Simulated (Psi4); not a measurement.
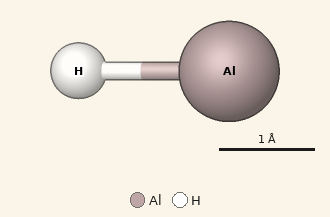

**Figure 1.** The structure as given in the input (ball-and-stick view, seen at a tilt). Sticks mark near contacts. Bond lengths as drawn: Al–H 1.66 Å.

## Energy and gradient calculation, with input and output: AlH (charge +1)

- system: AlH, charge +1, multiplicity 2
- method: B3LYP/def2-TZVPPD, UKS (Psi4 1.11)

The geometry is that of the parent species in another charge or spin state. The geometry comes from this level: PBE0-D4/def2-TZVP.

The input (calc.inp):
```
memory 1600 mb

molecule molecule1 {
  1 2
  Al     0.000000     0.000000    -0.025640
  H      0.000000     0.000000     1.639110
  symmetry c1
  no_reorient
  no_com
}

set globals {
  reference            uks
  puream               true
  e_convergence        1e-09
  d_convergence        1e-08
  scf_type             pk
  dft_radial_points    99
  dft_spherical_points 590
  maxiter              100
}

e_tot = gradient('b3lyp/def2-TZVPPD')
print_variables()
```

Hardware: 1 thread of Intel Xeon (Granite Rapids), 32 GiB of memory available, shared host.

Launch command:
```bash
psi4 calc.inp calc.out -n 1
```

Output:
```
Psi4 1.11 release

gradient() will perform analytic gradient computation.

   => Loading Basis Set <=

    Name: DEF2-TZVPPD
    Role: ORBITAL
    Keyword: BASIS

         ---------------------------------------------------------
                                   SCF
                              UKS Reference
                        1 Threads,   1525 MiB Core
         ---------------------------------------------------------

  ==> Geometry <==

    Molecular point group: c1
    Full point group: C_inf_v

    Geometry (in Angstrom), charge = 1, multiplicity = 2:

       Center              X                  Y                   Z               Mass
    ------------   -----------------  -----------------  -----------------  -----------------
         AL           0.000000000000     0.000000000000    -0.025640000000    26.981538530000
         H            0.000000000000     0.000000000000     1.639110000000     1.007825032230

  Running in c1 symmetry.

  Rotational constants: A = ************  B =      6.18528  C =      6.18528 [cm^-1]
  Rotational constants: A = ************  B = 185430.04944  C = 185430.04944 [MHz]
  Nuclear repulsion =    4.132334427817991

  Charge       = 1
  Multiplicity = 2
  Electrons    = 13
  Nalpha       = 7
  Nbeta        = 6

  ==> Algorithm <==

  SCF Algorithm Type is PK.
  DIIS enabled.
  MOM disabled.
  Fractional occupation disabled.
  Guess Type is SAD.
  Energy threshold   = 1.00e-09
  Density threshold  = 1.00e-08
  Integral threshold = 1.00e-12

  ==> Primary Basis <==

  Basis Set: DEF2-TZVPPD
    Blend: DEF2-TZVPPD
    Number of shells: 23
    Number of basis functions: 65
    Number of Cartesian functions: 73
    Spherical Harmonics?: true
    Max angular momentum: 3

  ==> DFT Potential <==

   => LibXC <=

    Version 7.1.2

   => Composite Functional: B3LYP <=

    B3LYP Hyb-GGA Exchange-Correlation Functional

    Deriv               =              1
    GGA                 =           TRUE
    Meta                =          FALSE

    Exchange Hybrid     =           TRUE
    MP2 Hybrid          =          FALSE

   => Exchange Functionals <=

    0.0800   Slater exchange
    0.7200         Becke 88

   => Exact (HF) Exchange <=

    0.2000               HF

   => Correlation Functionals <=

    0.1900   Vosko, Wilk & Nusair (VWN5_RPA)
    0.8100   Lee, Yang & Parr

   => LibXC Density Thresholds  <==

    XC_HYB_GGA_XC_B3LYP:  1.00E-15

   => Molecular Quadrature <=

    Radial Scheme          =       TREUTLER
    Pruning Scheme         =           NONE
    Nuclear Scheme         =       TREUTLER

    Blocking Scheme        =         OCTREE
    BS radius alpha        =              1
    Pruning alpha          =              1
    Radial Points          =             99
    Spherical Points       =            590
    Total Points           =         113074
    Total Blocks           =            927
    Max Points             =            255
    Max Functions          =             65
    Weights Tolerance      =       1.00E-15

  ==> Integral Setup <==

  Using in-core PK algorithm.
   Calculation information:
      Number of atoms:                   2
      Number of AO shells:              23
      Number of primitives:             38
      Number of atomic orbitals:        73
      Number of basis functions:        65

      Integral cutoff                 1.00e-12
      Number of threads:                 1

  Performing in-core PK
  Using 4603170 doubles for integral storage.
  We computed 38226 shell quartets total.
  Whereas there are 38226 unique shell quartets.

  ==> DiskJK: Disk-Based J/K Matrices <==

    J tasked:                  Yes
    K tasked:                  Yes
    wK tasked:                  No
    Memory [MiB]:              948
    Schwarz Cutoff:          1E-12

  Cached 100.0% of DFT collocation blocks in 0.192 [GiB].

  Minimum eigenvalue in the overlap matrix is 4.0749335560E-03.
  Reciprocal condition number of the overlap matrix is 9.4944347843E-04.
    Using symmetric orthogonalization.

  ==> Pre-Iterations <==

  SCF Guess: Superposition of Atomic Densities via on-the-fly atomic UHF (no occupation information).

   -------------------------
    Irrep   Nso     Nmo
   -------------------------
     A         65      65
   -------------------------
    Total      65      65
   -------------------------

  ==> Iterations <==

                        Total Energy        Delta E     RMS |[F,P]|

   @UKS iter SAD:  -242.62910809016631   -2.42629e+02   0.00000e+00
   @UKS iter   1:  -242.67880611996949   -4.96980e-02   3.10052e-03 DIIS/ADIIS
   @UKS iter   2:  -242.69198983273071   -1.31837e-02   1.83864e-03 DIIS/ADIIS
   @UKS iter   3:  -242.70283010782526   -1.08403e-02   2.94731e-04 DIIS/ADIIS
   @UKS iter   4:  -242.70313308960704   -3.02982e-04   1.20377e-04 DIIS/ADIIS
   @UKS iter   5:  -242.70321175054031   -7.86609e-05   2.36295e-05 DIIS
   @UKS iter   6:  -242.70321744098788   -5.69045e-06   8.21706e-06 DIIS
   @UKS iter   7:  -242.70321791688448   -4.75897e-07   1.24990e-06 DIIS
   @UKS iter   8:  -242.70321794235184   -2.54674e-08   2.63681e-07 DIIS
   @UKS iter   9:  -242.70321794282557   -4.73733e-10   2.18817e-08 DIIS
   @UKS iter  10:  -242.70321794282791   -2.33058e-12   1.73914e-09 DIIS
  Energy and wave function converged.

  ==> Post-Iterations <==

   Electrons on quadrature grid:
      Nalpha   =    6.9999999995 ; deviation = -4.549e-10
      Nbeta    =    5.9999999982 ; deviation = -1.839e-09
      Ntotal   =   12.9999999977 ; deviation = -2.294e-09

   @Spin Contamination Metric:   9.472267891E-03
   @S^2 Expected:                7.500000000E-01
   @S^2 Observed:                7.594722679E-01
   @S   Expected:                5.000000000E-01
   @S   Observed:                5.000000000E-01

    Orbital Energies [Eh]
    ---------------------

    Alpha Occupied:

       1A    -56.369019     2A     -4.467591     3A     -3.020784
       4A     -3.020784     5A     -3.017045     6A     -0.663347
       7A     -0.510997

    Alpha Virtual:

       8A     -0.319427     9A     -0.319427    10A     -0.196005
      11A     -0.138481    12A     -0.118532    13A     -0.118532
      14A     -0.103305    15A     -0.103305    16A     -0.071746
      17A     -0.025734    18A     -0.005412    19A     -0.005412
      20A      0.023729    21A      0.023729    22A      0.041681
      23A      0.041681    24A      0.050769    25A      0.083092
      26A      0.086393    27A      0.086393    28A      0.226906
      29A      0.293462    30A      0.479234    31A      0.479234
      32A      0.479375    33A      0.479375    34A      0.488059
      35A      0.488059    36A      0.497710    37A      0.507543
      38A      0.507543    39A      0.558617    40A      0.558617
      41A      0.683771    42A      0.835917    43A      0.835917
      44A      1.115007    45A      1.532915    46A      1.532915
      47A      1.789360    48A      2.412471    49A      2.788032
      50A      2.788032    51A      2.828500    52A      2.828500
      53A      2.980118    54A      2.980881    55A      2.980882
      56A      3.257075    57A      3.257075    58A      3.341891
      59A      3.661447    60A      3.661447    61A      3.993835
      62A      6.878562    63A      8.792046    64A      8.792046
      65A      9.070508

    Beta Occupied:

       1A    -56.366019     2A     -4.463301     3A     -3.018080
       4A     -3.018080     5A     -3.010169     6A     -0.621214

    Beta Virtual:

       7A     -0.397962     8A     -0.303200     9A     -0.303200
      10A     -0.164700    11A     -0.134483    12A     -0.107347
      13A     -0.107347    14A     -0.099333    15A     -0.099333
      16A     -0.063054    17A     -0.015898    18A     -0.000264
      19A     -0.000264    20A      0.033972    21A      0.033972
      22A      0.048348    23A      0.048348    24A      0.064182
      25A      0.094395    26A      0.096710    27A      0.096710
      28A      0.240125    29A      0.314463    30A      0.489910
      31A      0.489910    32A      0.498100    33A      0.498100
      34A      0.500057    35A      0.500057    36A      0.514113
      37A      0.514113    38A      0.526305    39A      0.588903
      40A      0.588903    41A      0.712765    42A      0.865641
      43A      0.865641    44A      1.143141    45A      1.540322
      46A      1.540322    47A      1.809486    48A      2.481783
      49A      2.802177    50A      2.802177    51A      2.835259
      52A      2.835260    53A      2.996133    54A      3.029722
      55A      3.029722    56A      3.298081    57A      3.298081
      58A      3.386901    59A      3.726916    60A      3.726916
      61A      4.052425    62A      6.886358    63A      8.794811
      64A      8.794811    65A      9.078175

    Final Occupation by Irrep:
              A
    DOCC [     6 ]
    SOCC [     1 ]
    NA   [     7 ]
    NB   [     6 ]

  @UKS Final Energy:  -242.70321794282791

   => Energetics <=

    Nuclear Repulsion Energy =              4.1323344278179910
    One-Electron Energy =                -341.3327888580125204
    Two-Electron Energy =                 109.5911170868355953
    DFT Exchange-Correlation Energy =     -15.0938805994689886
    Empirical Dispersion Energy =           0.0000000000000000
    VV10 Nonlocal Energy =                  0.0000000000000000
    Total Energy =                       -242.7032179428279619

  UHF NO Occupations:
  HONO-2 :    5  A 1.9999989
  HONO-1 :    6  A 1.9952556
  HONO-0 :    7  A 1.0000000
  LUNO+0 :    8  A 0.0047444
  LUNO+1 :    9  A 0.0000011
  LUNO+2 :   10  A 0.0000009
  LUNO+3 :   11  A 0.0000009

Computation Completed

Properties will be evaluated at   0.000000,   0.000000,   0.000000 [a0]

Properties computed using the SCF density matrix

 Multipole Moments:

 ------------------------------------------------------------------------------------
     Multipole            Electronic (a.u.)      Nuclear  (a.u.)        Total (a.u.)
 ------------------------------------------------------------------------------------

 L = 1.  Multiply by 2.5417464519 to convert [e a0] to [Debye]
 Dipole X            :          0.0000000            0.0000000            0.0000000
 Dipole Y            :          0.0000000            0.0000000            0.0000000
 Dipole Z            :         -2.5242518            2.4675855           -0.0566663
 Magnitude           :                                                    0.0566663

 ------------------------------------------------------------------------------------

	total time  =          4 seconds =       0.07 minutes

         ------------------------------------------------------------
                                   SCF GRAD
         ------------------------------------------------------------

  ==> Geometry <==

    Molecular point group: c1
    Full point group: C_inf_v

    Geometry (in Angstrom), charge = 1, multiplicity = 2:

       Center              X                  Y                   Z               Mass
    ------------   -----------------  -----------------  -----------------  -----------------
         AL           0.000000000000     0.000000000000    -0.025640000000    26.981538530000
         H            0.000000000000     0.000000000000     1.639110000000     1.007825032230

  Nuclear repulsion =    4.132334427817991

  ==> Basis Set <==

  Basis Set: DEF2-TZVPPD
    Blend: DEF2-TZVPPD
    Number of shells: 23
    Number of basis functions: 65
    Number of Cartesian functions: 73
    Spherical Harmonics?: true
    Max angular momentum: 3

  ==> DirectJKGrad: Integral-Direct SCF Gradients <==

    Gradient:                    1
    J tasked:                  Yes
    K tasked:                  Yes
    wK tasked:                  No
    Integrals threads:           1
    Schwarz Cutoff:          1E-12

  ==> DFT Potential <==

   => LibXC <=

    Version 7.1.2

   => Composite Functional: B3LYP <=

    B3LYP Hyb-GGA Exchange-Correlation Functional

    Deriv               =              1
    GGA                 =           TRUE
    Meta                =          FALSE

    Exchange Hybrid     =           TRUE
    MP2 Hybrid          =          FALSE

   => Exchange Functionals <=

    0.0800   Slater exchange
    0.7200         Becke 88

   => Exact (HF) Exchange <=

    0.2000               HF

   => Correlation Functionals <=

    0.1900   Vosko, Wilk & Nusair (VWN5_RPA)
    0.8100   Lee, Yang & Parr

   => LibXC Density Thresholds  <==

    XC_HYB_GGA_XC_B3LYP:  1.00E-15

   => Molecular Quadrature <=

    Radial Scheme          =       TREUTLER
    Pruning Scheme         =           NONE
    Nuclear Scheme         =       TREUTLER

    Blocking Scheme        =         OCTREE
    BS radius alpha        =              1
    Pruning alpha          =              1
    Radial Points          =             99
    Spherical Points       =            590
    Total Points           =         113074
    Total Blocks           =            927
    Max Points             =            255
    Max Functions          =             65
    Weights Tolerance      =       1.00E-15

  -Total Gradient:
     Atom            X                  Y                   Z
    ------   -----------------  -----------------  -----------------
       1        0.000000000000     0.000000000000    -0.006975644235
       2        0.000000000000     0.000000000000     0.006975640707

	total time  =          1 seconds =       0.02 minutes

  Variable Map:
  ----------------------------------------------------------------------------
  "CURRENT ENERGY"              =>    -242.703217942828
  "CURRENT REFERENCE ENERGY"    =>    -242.703217942828
  "DD SOLVATION ENERGY"         =>       0.000000000000
  "DFT FUNCTIONAL TOTAL ENERGY" =>    -242.703217942828
  "DFT TOTAL ENERGY"            =>    -242.703217942828
  "DFT VV10 ENERGY"             =>       0.000000000000
  "DFT XC ENERGY"               =>     -15.093880599469
  "GRID ELECTRONS ALPHA"        =>       6.999999999545
  "GRID ELECTRONS BETA"         =>       5.999999998161
  "GRID ELECTRONS TOTAL"        =>      12.999999997706
  "NUCLEAR REPULSION ENERGY"    =>       4.132334427818
  "ONE-ELECTRON ENERGY"         =>    -341.332788858013
  "PCM POLARIZATION ENERGY"     =>       0.000000000000
  "PE ENERGY"                   =>       0.000000000000
  "SCF ITERATION ENERGY"        =>    -242.703217942828
  "SCF ITERATIONS"              =>      10.000000000000
  "SCF TOTAL ENERGY"            =>    -242.703217942828
  "TWO-ELECTRON ENERGY"         =>     109.591117086836
  "XC GRID RADIAL POINTS"       =>      99.000000000000
  "XC GRID SPHERICAL POINTS"    =>     590.000000000000
  "XC GRID TOTAL POINTS"        =>  113074.000000000000

  Array Variable Map:
  ----------------------------------------------------------------------------
  "CURRENT DIPOLE"              =>       0.000000000045 ... -0.056666276091 1 by 3
  "CURRENT GRADIENT"            =>       0.000000000000 ... 0.006975640707 2 by 3
  "DFT TOTAL GRADIENT"          =>       0.000000000000 ... 0.006975640707 2 by 3
  "SCF DIPOLE"                  =>       0.000000000045 ... -0.056666276091 1 by 3
  "SCF TOTAL ENERGIES"          =>    -242.629108090166 ... -242.703217942828 1 by 11
  "SCF TOTAL GRADIENT"          =>       0.000000000000 ... 0.006975640707 2 by 3

    Psi4 run time: 0:00:04.38
```

Summary:

| quantity | value |
| --- | --- |
| outcome | converged |
| total energy | −242.703218 hartree |
| basis functions | 65 |
| largest force | 0.359 eV/Å |
| ⟨S²⟩ | 0.759 |
| wall time | 5.4 s |
| peak memory | 0.44 GiB |
